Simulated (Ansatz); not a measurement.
# CdNi2N2, from a guessed structure to a relaxed one, part 2 of 2

Starting from a made-up structure for CdNi2N2, the aim is the relaxed cell, its shortest contacts and, where a second run follows, its electronic structure.

Ansatz 0.2.0; DFT, PBEsol, plane-wave PAW, files of the set soft_1, scalar-relativistic, ferromagnetic start, cell and ions relaxed at zero pressure; PAW set soft_1 (the session's first sound run).

So far: The starting structure; Relaxing cell and atoms. The relaxed cell has a = 3.780, c = 9.181 Å (conventional setting).

## (3) Electronic structure of the relaxed cell

A second self-consistent run takes a narrower smearing and the mesh shown in its input; the bands follow along the standard path of the relaxed lattice.

This step: DFT, PBEsol, plane-wave PAW, files of the set soft_1, scalar-relativistic, no spin, bands and density of states at the relaxed cell; PAW set soft_1 (Ansatz 0.2.0).

input.yaml reads:

```yaml
crystal:
  lattice:
    - [-1.8900262884, 1.8900262884, 4.5906660011]
    - [1.8900262884, -1.8900262884, 4.5906660011]
    - [1.8900262884, 1.8900262884, -4.5906660011]
  atoms:
    - { symbol: Cd, position: [0.0, 0.0, 0.0] }
    - { symbol: Ni, position: [0.25, 0.75, 0.5] }
    - { symbol: Ni, position: [0.75, 0.25, 0.5] }
    - { symbol: "N", position: [0.2328466784, 0.2328466784, 0.0] }
    - { symbol: "N", position: [0.7671533216, 0.7671533216, 0.0] }
kpoints:
  mp_grid: { grid: [12, 12, 12] }
  band_path:
    path:
      - [[0.0, 0.0, 0.0], [0.5, -0.5, 0.0], [0.5, -0.5, 0.08475285], [0.29237642, -0.29237642, 0.29237642], [0.0, 0.0, 0.0], [0.5, 0.5, -0.5], [0.70762358, 0.29237642, -0.29237642], [0.5, 0.0, 0.0], [0.75, -0.25, -0.25], [0.91524715, 0.08475285, -0.5], [0.5, 0.5, -0.5]]
      - [[0.5, -0.5, 0.0], [0.75, -0.25, -0.25]]
    npoints: 7
scf:
  occupations: { method: fermi_dirac, width: 0.03 }
  n_extra_bands: 9
hamiltonian:
  xc: pbesol
  pseudopotentials: { kind: paw, azcp: { folder: soft_1 }, xc_functional: pbe }
output:
  forces: true
  stress: true
  write_bands: true
  dos: { projected: true }
  write_density: true
  write_potential: true
  elf: true
  volumetric_format: npy
```

Run with:

```bash
ansatz run input.yaml --threads 4 --pin off --max-ram 8192MiB --backend cpu --events-out ev --progress --plain --runs-dir out
```

Numbers of over 12 decimals in the logs are rounded to 6 here.

The log of the run:

```text
[...]
Crystal: 5 atoms, lattice volume = 65.595 Å³
Basis set: ecut = 420 eV, 1267 PW (Γ), exchange–correlation on 72×72×72 points (8 copies of the dense FFT grid, shifted against one another)
Bands: 42, of which v1, the nominal top of the filled ones, is band 33 counted from 1 (32 counted from 0)
Symmetry: 16 space group operations
[...]
k-points: 163 of 1728
[...]
SCF iter   1: F=—  HF=-20550.269588 eV  |F-HF|=—  |Δ(HF+E_count)|=         —  Δρ=1.05e-1  dr2=5.12e0  ethr=3.10e-3  ⟨swp⟩=5.8  Hψ=24472  notcnv=0
[...]
SCF iter   9: F=-20549.029439 eV  HF=-20549.029439 eV  |F-HF|=4.90e-8  |Δ(HF+E_count)|=   6.87e-8  Δρ=1.19e-5  dr2=5.83e-8  ethr=1.52e-10  ⟨swp⟩=14.0  Hψ=47951  notcnv=0
SCF 1 converged in 9 iterations: F = -20549.029439 eV  dr2 = 5.83e-8
[...]
NSCF: frozen V_eff on 79 k-points
SCF converged after 9 iterations
Free energy (F): -20549.029439 eV
[...]
Internal energy: -20549.022025 eV  (E = F + TS)
E sigma→0 (E₀):  -20549.025732 eV
Entropy (-TS):   -0.007413 eV (-1.483 meV/atom)
Fermi energy:    12.192707 eV
[...]
--- Forces (eV/Å), atoms counted from 1 ---
  atom   1  Cd     0.00000000     0.00000000     0.00000000
  atom   2  Ni    -0.00000000     0.00000000     0.00000000
  atom   3  Ni     0.00000000    -0.00000000     0.00000000
  atom   4  N      0.00000000     0.00000000     0.01610965
  atom   5  N      0.00000000     0.00000000    -0.01610965
  max |Σ_I F_I| component: 4.23e-18 eV/Å
--- Stress (GPa, compression-positive) ---
       -0.015525       0.000000       0.000000
        0.000000      -0.015525       0.000000
        0.000000       0.000000       0.025767
  P = ⅓ Tr σ = -0.0018 GPa (-0.018 kbar)
--- Band table (eV; the first three rows and the last of 163) ---
  k-point 0: bands = [... 29 lower, 10.7542, 11.0687, 11.1191, 11.1191, 11.1729, 12.3930, 12.9157, 18.4952, ... 5 higher]
  k-point 1: bands = [... 29 lower, 10.7630, 10.7986, 11.1494, 11.4860, 11.7261, 12.6134, 13.0597, 17.4005, ... 5 higher]
  k-point 2: bands = [... 29 lower, 10.7328, 10.9800, 11.2999, 11.8268, 12.7630, 13.2000, 13.3761, 15.9409, ... 5 higher]
  k-point 162: bands = [... 29 lower, 10.7332, 10.7592, 11.0686, 11.1577, 11.1577, 12.3435, 14.1880, 17.1374, ... 5 higher]
```

Elapsed: 8.8 s, on 4 threads of Arm Neoverse V2, shared host; peak memory 0.62 GiB.

Reading the cycles: dr2 is the Hartree energy of the density residual (eV), the measure of convergence; HF is the Harris–Foulkes estimate of the energy, which meets the free energy F at convergence.

Numbers from this step:

```
free energy             : -20549.0294 eV
energy at zero smearing : -20549.0257 eV
smearing term TS        : 0.007413 eV
Fermi energy            : 12.19 eV
pressure                : -0.001761 GPa
```

From bands.tsv, the bands that come nearest the Fermi level along the path, at its corners, in eV from the Fermi level:

```
point  band 30  band 31  band 32  band 33  band 34  band 35  band 36  band 37
    Γ    -1.44    -1.12    -1.07    -1.07    -1.02     0.20     0.72     6.30
    X    -1.02    -0.71    -0.08     0.14     0.33     3.39     3.51     3.90
    Y    -1.00    -0.82    -0.82     0.26     1.03     3.21     3.24     3.89
    S    -1.09    -0.59    -0.48    -0.31     0.42     0.52     2.21     2.90
    Γ    -1.44    -1.12    -1.07    -1.07    -1.02     0.20     0.72     6.30
    Z    -1.46    -1.43    -1.12    -1.03    -1.03     0.15     2.00     4.94
   S1    -1.09    -0.59    -0.48    -0.31     0.42     0.52     2.21     2.90
    N    -0.57    -0.57    -0.52    -0.48     0.45     0.55     2.08     2.68
    P    -0.97    -0.97    -0.08     0.33     1.66     1.66     3.82     3.92
   Y1    -1.00    -0.82    -0.82     0.26     1.03     3.21     3.24     3.89
    Z    -1.46    -1.43    -1.12    -1.03    -1.03     0.15     2.00     4.94
    X    -1.02    -0.71    -0.08     0.14     0.33     3.39     3.51     3.90
    P    -0.97    -0.97    -0.08     0.33     1.66     1.66     3.82     3.92
```

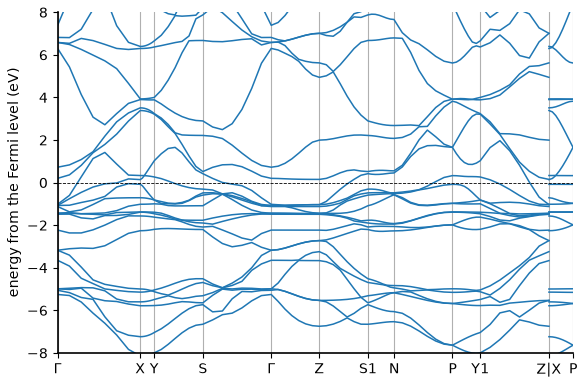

Bands along the path. 19 bands lie wholly below the window drawn.

States per cell as run, both spins, in windows of 1 eV, from dos.tsv (zero at the Fermi level):

```csv
from,to,total
-8,-7,0.73
-7,-6,2.27
-6,-5,5.19
-5,-4,3.19
-4,-3,0.66
-3,-2,3.21
-2,-1,7.31
-1,0,5.42
0,1,1.89
1,2,2.15
2,3,2.44
3,4,1.14
4,5,0.71
5,6,0.85
```

A further 38.0 states lie below the table's range.

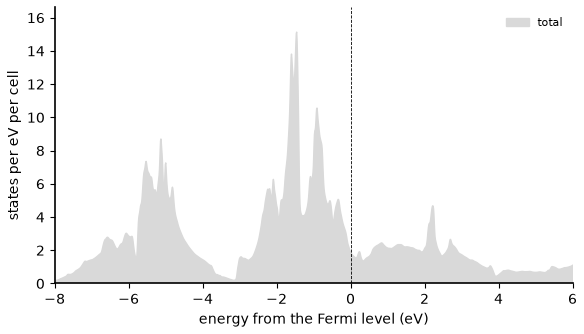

Total density of states, smoothed over about 0.04 eV.

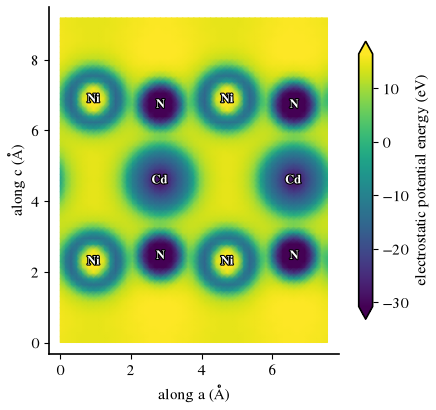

Electrostatic potential energy in the ac plane of the conventional cell at fractional y = 0.000, with atoms of Cd and Ni and N within 0.2 Å of it. With pseudopotentials it is smooth inside the atoms' cores, unlike the true potential. The map starts off the cell's origin, so that atoms lie inside it.

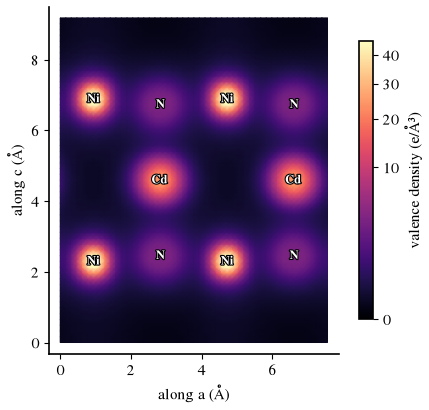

Valence density in the ac plane of the conventional cell at fractional y = 0.000, with atoms of Cd and Ni and N within 0.2 Å of it. It is the smooth field of the valence electrons, not physical close to the nuclei. The map starts off the cell's origin, so that atoms lie inside it. The colour scale is stretched toward low values.

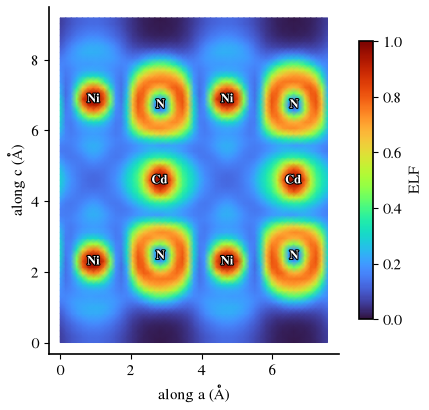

ELF in the ac plane of the conventional cell at fractional y = 0.000, with atoms of Cd and Ni and N within 0.2 Å of it. It is the smooth field of the valence electrons, not physical close to the nuclei. The map starts off the cell's origin, so that atoms lie inside it.

## (4) What came out

| Property | Result |
| --- | --- |
| space group, relaxed | I4/mmm |
| conventional cell | a = 3.780, b = 3.780, c = 9.181 Å; α = 90.0°, β = 90.0°, γ = 90.0° |
| volume per atom | 13.12 Å³ (guess 9.80) |
| total moment | 0.00 μB in the cell of 5 atoms |

In words: CdNi2N2 relaxes to I4/mmm with a = 3.780, b = 3.780 and c = 9.181 Å. The guessed volume was 25 % too small. The space group I4/mmm was held in the relaxation, so the end point is a stationary structure within it and may be a saddle against distortions or other arrangements. The moments died out from this one start and weren't seeded again at the relaxed cell. Bands cross the Fermi level, so it is a metal or semimetal at this level. On the 12×12×12 mesh with the narrower smearing (relaxed on 11×11×11) the largest force component is 0.016 eV/Å and the largest stress component is 0.026 GPa, against the relaxation's thresholds of 0.015 eV/Å and 0.05 GPa. The cutoff wasn't tested. No dispersion term is used, so weakly bound directions may come out too long. Nothing here tests whether the compound is stable against decomposition.

[Logs are printed without paths, hosts, clocks, repeated set-up lines and the standing remarks that a program may print on its own settings, such as how far it seeks lower states.]

[Hosts, paths, dates, database ids (printed as entryN), source tags and the programs' standing remarks are cut or masked in the printed files.]
